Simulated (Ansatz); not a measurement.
# Fields on a plane of TiO2 (rutile)

```xyz
6
Lattice="4.5973 0.0000 0.0000 0.0000 4.5973 0.0000 0.0000 0.0000 2.9543" Properties=species:S:1:pos:R:3 pbc="T T T"
Ti     0.0000     0.0000     0.0000
Ti     2.2987     2.2987     1.4771
O      1.4004     1.4004     0.0000
O      3.6991     0.8983     1.4771
O      0.8983     3.6991     1.4771
O      3.1969     3.1969     0.0000
```

The slice is a (010) plane (indices of the conventional cell) through the point (0.305, 0.305, 0.000) (fractional), spanned by u = [001] and v = [100] in vectors of this cell: u (2.95 Å) and v (4.60 Å, at 90° to u). It covers one period; positions are fractions (u, v).

Atoms on it: O at (0.00, 0.00). Other atoms lie within 1 Å of the plane.

Calculation: r2SCAN (plane waves to 500 eV, PAW, scalar-relativistic; Ansatz, a program for electronic structure). k mesh 7×7×11. Inside the PAW spheres the values are not all-electron values, and peaks at nuclei hang on which shells count as valence. The PAW data are Ansatz's earlier set. TiO2 is run without spin polarisation. TiO2 was relaxed with its symmetry unable to fall.

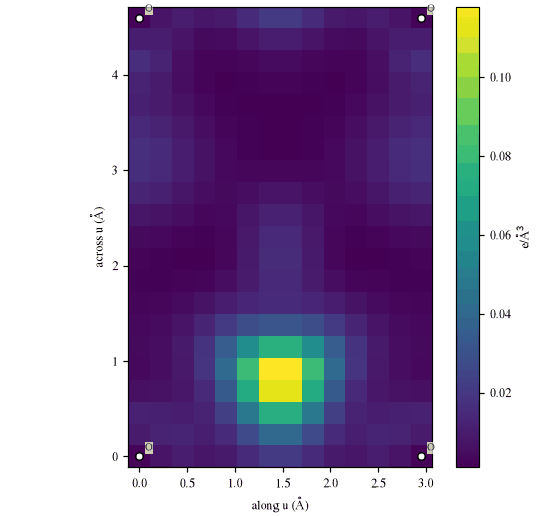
Density of the lowest conduction band (whole band as if filled, smooth part) in e/Å³, one period of the plane, atoms marked. 

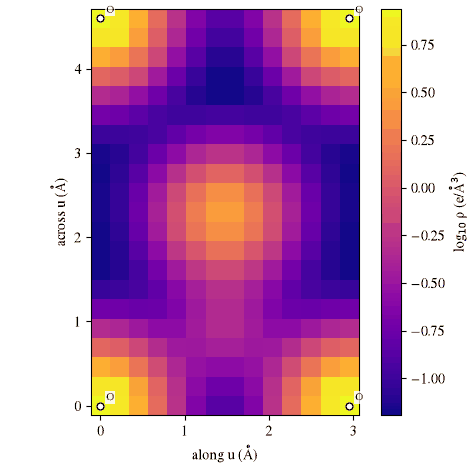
Figure. Log₁₀ of the valence density in e/Å³, one period of the plane, atoms marked. The scale is logarithmic, as a density can span decades between atoms and voids.
